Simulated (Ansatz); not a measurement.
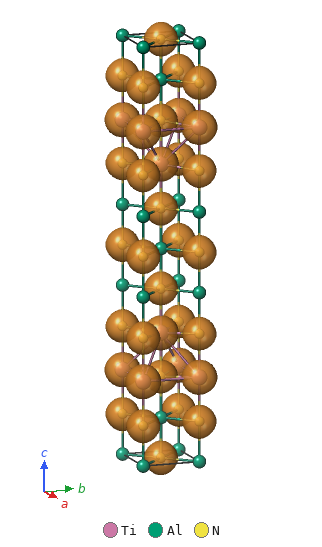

*Ti2Al3N5. Isosurface of the valence pseudo-density at 0.8 e/Å³ (orange), seen slightly off an axis. Sticks mark near contacts.*

Space group I4/mmm; a structure generated by program, which may or may not match a known phase; computed without spin polarisation.

Method: Ansatz 0.2.0, DFT PBE, scalar-relativistic, plane waves, PAW.

**How is the density connected at this value?**

At this value the density breaks into separate islands; it holds about 60 % of the electrons treated as valence (semicore included). It bridges none of the near contacts. It is pinched off along the sampled Al–N (2.01 Å), Ti–N (2.07 Å), Ti–Ti (2.90 Å) and Al–N (2.05 Å) contacts. On the grid the lowest density along these lines, outside the cores, is 0.45 e/Å³ (Al–N, 2.01 Å), 0.57 e/Å³ (Ti–N, 2.07 Å), 0.2 e/Å³ (Ti–Ti, 2.90 Å) and 0.37 e/Å³ (Al–N, 2.05 Å).
